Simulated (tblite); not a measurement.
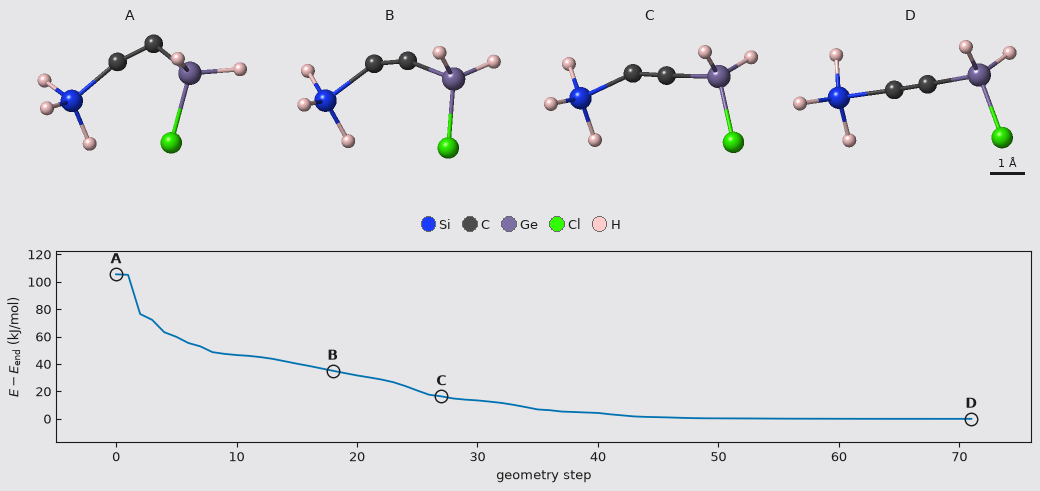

Frames of a relaxation of C2H5ClGeSi (charge +1, multiplicity 2), marked on the history of the run. A ball-and-stick model, seen at a tilt.

All numbers below come from GFN2-xTB geometry optimisation, gas phase (tblite 0.8.0). 

### Describe the path.

The atom that moves furthest after the best rigid fit is the Cl atom (1.77 Å). Largest moves by element: Cl 1.77 Å, C 1.31 Å, H 1.05 Å, Si 0.48 Å, Ge 0.37 Å. Among the contacts that change: Cl–Ge 2.173 → 2.074 Å, C–C 1.301 → 1.208 Å, C–Si 1.843 → 1.886 Å, Ge–H 1.532 → 1.499 Å. Bond angles that change, for instance: C–C–Ge 121.7° → 177.0°, C–Ge–H 112.3° → 99.2°, C–Si–H 109.8° → 96.8°. After 71 geometry steps the energy has fallen by 105.5 kJ/mol. From step 0 to 18: the Cl atom moves most (0.66 Å), energy −70.4 kJ/mol. From step 18 to 27: the Cl atom moves most (0.93 Å), energy −18.7 kJ/mol. From step 27 to 71: a C atom moves most (0.51 Å), energy −16.4 kJ/mol.

```
step  E − E(0), kJ/mol
   0              0.00
   1             -0.37
   2            -28.96
   3            -33.26
   4            -42.26
   5            -45.62
   6            -50.14
   7            -52.61
   8            -56.80
   9            -58.08
  10            -58.93
  13            -61.72
  16            -66.84
  20            -73.81
  23            -78.71
  26            -87.94
  29            -91.48
  32            -93.88
  36            -99.20
  39           -100.87
  42           -102.96
  45           -104.29
  49           -105.11
  52           -105.22
  55           -105.36
  58           -105.42
  61           -105.47
  65           -105.50
  68           -105.51
  71           -105.51
```
